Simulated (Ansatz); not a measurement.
# GeCl(OiPr)3 (C₉H₂₁ClGeO₃): trial inputs and their diagnosis

2 inputs were typed for GeCl(OiPr)3 (C₉H₂₁ClGeO₃). Each is run as it stands; the log then has to tell whether the result can be used.

Computed with Ansatz 0.2.0, Gaussian basis. Level: the settings change from run to run.

### Step 1. The relaxed structure

An earlier r2SCAN-D4/def2-SVP relaxation fixed the geometry.

35 atoms, charge 0, spin multiplicity 1.

Atoms are counted from 1 here; the program's logs count them from 0.

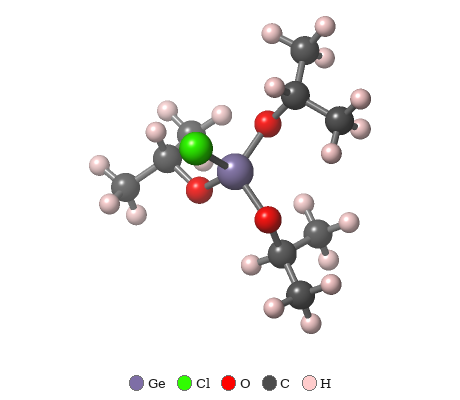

The geometry (germanium purple, chlorine green, oxygen red, carbon dark grey, hydrogen pink).

### Step 2. Attempt 1

in.yaml reads:

```yaml
crystal:
  periodic: [false, false, false]
  atoms:
    - {symbol: Ge, position_ang: [-0.370652, -0.225933, 0.957944]}
    - {symbol: Cl, position_ang: [-0.366354, -0.565973, 3.084007]}
    - {symbol: O, position_ang: [1.308228, -0.081906, 0.435840]}
    - {symbol: C, position_ang: [2.319929, -1.028037, 0.824993]}
    - {symbol: C, position_ang: [3.657493, -0.352382, 0.585355]}
    - {symbol: C, position_ang: [2.161189, -2.323122, 0.042546]}
    - {symbol: H, position_ang: [2.211061, -1.239773, 1.907307]}
    - {symbol: H, position_ang: [3.770001, -0.106786, -0.482704]}
    - {symbol: H, position_ang: [4.486510, -1.012729, 0.882891]}
    - {symbol: H, position_ang: [3.726049, 0.580376, 1.164208]}
    - {symbol: H, position_ang: [1.169526, -2.769709, 0.216456]}
    - {symbol: H, position_ang: [2.264097, -2.127364, -1.037103]}
    - {symbol: H, position_ang: [2.928214, -3.055369, 0.340200]}
    - {symbol: O, position_ang: [-1.185969, 1.261763, 0.524801]}
    - {symbol: C, position_ang: [-0.702162, 2.540902, 0.984072]}
    - {symbol: C, position_ang: [-1.920350, 3.426525, 1.172515]}
    - {symbol: C, position_ang: [0.294728, 3.097759, -0.019513]}
    - {symbol: H, position_ang: [-0.200846, 2.408445, 1.964599]}
    - {symbol: H, position_ang: [-2.453194, 3.539797, 0.214789]}
    - {symbol: H, position_ang: [-1.626299, 4.425276, 1.530728]}
    - {symbol: H, position_ang: [-2.611697, 2.979087, 1.901798]}
    - {symbol: H, position_ang: [1.147198, 2.411511, -0.133158]}
    - {symbol: H, position_ang: [-0.190638, 3.219446, -1.001550]}
    - {symbol: H, position_ang: [0.671876, 4.079850, 0.307518]}
    - {symbol: O, position_ang: [-1.266995, -1.548310, 0.231739]}
    - {symbol: C, position_ang: [-1.920803, -1.350487, -1.041672]}
    - {symbol: C, position_ang: [-2.825455, -2.550895, -1.242531]}
    - {symbol: C, position_ang: [-0.893643, -1.188208, -2.151859]}
    - {symbol: H, position_ang: [-2.534964, -0.431875, -0.980600]}
    - {symbol: H, position_ang: [-2.225876, -3.474186, -1.282966]}
    - {symbol: H, position_ang: [-3.391769, -2.457131, -2.182027]}
    - {symbol: H, position_ang: [-3.536978, -2.637920, -0.408719]}
    - {symbol: H, position_ang: [-0.236780, -0.323436, -1.963796]}
    - {symbol: H, position_ang: [-0.263135, -2.088985, -2.224459]}
    - {symbol: H, position_ang: [-1.391520, -1.030188, -3.121618]}
basis:
  gaussian: {orbitals: "6-31G*", final_grid: {core_spheres: 1, valence_spheres: 1, degree: 5}}
hamiltonian: {xc: {name: r2SCAN}}
```

Run with:

```
ansatz run in.yaml --threads 2 --pin off --events-out ev --progress --plain --max-ram 32768MiB --backend cuda --devices 0, --max-vram 18GiB
```

What it wrote:

```text
Functional definition: r2SCAN
  name "r2SCAN"
  cite "Furness, Kaplan, Ning, Perdew & Sun, J. Phys. Chem. Lett. 11, 8208 (2020) doi:10.1021/acs.jpclett.0c02405"
  cite "Furness, Kaplan, Ning, Perdew & Sun, J. Phys. Chem. Lett. 11, 9248 (2020) doi:10.1021/acs.jpclett.0c03077"
  parent r2scan
  parameter k0 = 0.174
  parameter k1 = 0.065
  parameter a1 = 4.9479
  exchange = r2scan_x(k0 = k0, k1 = k1, a1 = a1)
  correlation = r2scan_c
3426 factors; their error is unknown
mean field evaluation 1: about -84818.4956 eV, gradient 1.1e2 eV
mean field evaluation 2: about -84781.2893 eV, gradient 1.7e2 eV
mean field evaluation 4: about -84842.8080 eV, gradient 8.0e0 eV
mean field evaluation 8: about -84842.9391 eV, gradient 5.3e-1 eV
mean field evaluation 16: about -84774.4614 eV, gradient 7.4e-1 eV
mean field -84774.46316575 eV, -3115.4040591464 hartree, gradient 6.0e-5 eV, S^2 0.000000; 0 other end points of the search recorded, 0 dependent functions left out
reference -84774.46317212 eV, -3115.4040593806 hartree; 74, 74 occupied and 202, 202 virtual orbitals, 3426 factors
Total energy: -84774.46317212 eV, -3115.4040593806 hartree
```

Run time: 5.5 s. Hardware: 1 × H100 (card shared with other runs) with 2 threads of AMD EPYC 7R13, shared host.

Diagnosis: It ended without an error, which proves nothing about the input. The integration grid is far too coarse. Its energy carries the error of the grid. Cure: drop final_grid and take the default grid.

### Step 3. Attempt 2

in.yaml reads:

```yaml
crystal:
  periodic: [false, false, false]
  atoms:
    - {symbol: Ge, position_ang: [-0.370652, -0.225933, 0.957944]}
    - {symbol: Cl, position_ang: [-0.366354, -0.565973, 3.084007]}
    - {symbol: O, position_ang: [1.308228, -0.081906, 0.435840]}
    - {symbol: C, position_ang: [2.319929, -1.028037, 0.824993]}
    - {symbol: C, position_ang: [3.657493, -0.352382, 0.585355]}
    - {symbol: C, position_ang: [2.161189, -2.323122, 0.042546]}
    - {symbol: H, position_ang: [2.211061, -1.239773, 1.907307]}
    - {symbol: H, position_ang: [3.770001, -0.106786, -0.482704]}
    - {symbol: H, position_ang: [4.486510, -1.012729, 0.882891]}
    - {symbol: H, position_ang: [3.726049, 0.580376, 1.164208]}
    - {symbol: H, position_ang: [1.169526, -2.769709, 0.216456]}
    - {symbol: H, position_ang: [2.264097, -2.127364, -1.037103]}
    - {symbol: H, position_ang: [2.928214, -3.055369, 0.340200]}
    - {symbol: O, position_ang: [-1.185969, 1.261763, 0.524801]}
    - {symbol: C, position_ang: [-0.702162, 2.540902, 0.984072]}
    - {symbol: C, position_ang: [-1.920350, 3.426525, 1.172515]}
    - {symbol: C, position_ang: [0.294728, 3.097759, -0.019513]}
    - {symbol: H, position_ang: [-0.200846, 2.408445, 1.964599]}
    - {symbol: H, position_ang: [-2.453194, 3.539797, 0.214789]}
    - {symbol: H, position_ang: [-1.626299, 4.425276, 1.530728]}
    - {symbol: H, position_ang: [-2.611697, 2.979087, 1.901798]}
    - {symbol: H, position_ang: [1.147198, 2.411511, -0.133158]}
    - {symbol: H, position_ang: [-0.190638, 3.219446, -1.001550]}
    - {symbol: H, position_ang: [0.671876, 4.079850, 0.307518]}
    - {symbol: O, position_ang: [-1.266995, -1.548310, 0.231739]}
    - {symbol: C, position_ang: [-1.920803, -1.350487, -1.041672]}
    - {symbol: C, position_ang: [-2.825455, -2.550895, -1.242531]}
    - {symbol: C, position_ang: [-0.893643, -1.188208, -2.151859]}
    - {symbol: H, position_ang: [-2.534964, -0.431875, -0.980600]}
    - {symbol: H, position_ang: [-2.225876, -3.474186, -1.282966]}
    - {symbol: H, position_ang: [-3.391769, -2.457131, -2.182027]}
    - {symbol: H, position_ang: [-3.536978, -2.637920, -0.408719]}
    - {symbol: H, position_ang: [-0.236780, -0.323436, -1.963796]}
    - {symbol: H, position_ang: [-0.263135, -2.088985, -2.224459]}
    - {symbol: H, position_ang: [-1.391520, -1.030188, -3.121618]}
basis:
  gaussian: {orbitals: def2-SVP, final_grid: {core_spheres: 1, valence_spheres: 1, degree: 3}}
hamiltonian: {xc: {name: r2SCAN}}
scf: {omitted_lower_state_checks: [starts]}
output: {forces: true}
```

The command is unchanged.

What it wrote (excerpt; [...] marks lines left out):

```text
Functional definition: r2SCAN
  name "r2SCAN"
  cite "Furness, Kaplan, Ning, Perdew & Sun, J. Phys. Chem. Lett. 11, 8208 (2020) doi:10.1021/acs.jpclett.0c02405"
  cite "Furness, Kaplan, Ning, Perdew & Sun, J. Phys. Chem. Lett. 11, 9248 (2020) doi:10.1021/acs.jpclett.0c03077"
  parent r2scan
[...]
3615 factors; their error is unknown
[...]
mean field -84930.85555554 eV, -3121.1513734645 hartree, gradient 4.6e-5 eV, S^2 0.000000; 0 other end points of the search recorded, 0 dependent functions left out
[...]
reference -84930.85560859 eV, -3121.1513754140 hartree; 74, 74 occupied and 249, 249 virtual orbitals, 3615 factors
Total energy: -84930.85560859 eV, -3121.1513754140 hartree
Atom 0 at    -0.370652    -0.225933     0.957944 Å, force   -24.685585    -6.860218    -4.918601 eV/Å
Atom 1 at    -0.366354    -0.565973     3.084007 Å, force     9.987647    -4.216176    -0.183332 eV/Å
[...]
Atom 26 at    -2.825455    -2.550895    -1.242531 Å, force     4.836615    11.436086    -1.884933 eV/Å
Atom 27 at    -0.893643    -1.188208    -2.151859 Å, force   -11.899417     8.189810     5.406169 eV/Å
Atom 28 at    -2.534964    -0.431875    -0.980600 Å, force     8.014212    -5.444164     1.437364 eV/Å
Atom 29 at    -2.225876    -3.474186    -1.282966 Å, force    -5.395401     4.528981    -1.456050 eV/Å
Atom 30 at    -3.391769    -2.457131    -2.182027 Å, force     1.448901    -2.122018     6.990445 eV/Å
Atom 31 at    -3.536978    -2.637920    -0.408719 Å, force     7.616362    -2.342533    -4.679537 eV/Å
Atom 32 at    -0.236780    -0.323436    -1.963796 Å, force    -0.021606    -6.450207     0.391813 eV/Å
Atom 33 at    -0.263135    -2.088985    -2.224459 Å, force    -6.139912     4.129463    -0.658144 eV/Å
Atom 34 at    -1.391520    -1.030188    -3.121618 Å, force     3.623765    -1.265221     6.438777 eV/Å
Dipole moment:     0.507531     0.282818    -1.981281 e Å
Checks for a lower state left out: starts
```

Wall time 15 s (1 × H100 (card shared with other runs) with 2 threads of AMD EPYC 7R13, shared host); peak host memory 1.1 GiB.

Diagnosis: The run converged, but a converged run isn't a right one. The integration grid is far too coarse. Its energy carries the error of the grid. Fix: drop final_grid and take the default grid.

### Step 4. Summary

```tsv
attempt	level	ended	cause	time
1	r2SCAN/6-31G*	converged	the integration grid is far too coarse	5.5 s
2	r2SCAN/def2-SVP	converged	the integration grid is far too coarse	15 s
```

**Reading.** 2 converged. The dangerous case is the input that converges on a wrong geometry, charge, spin, basis or grid: often only a look at the input shows it.
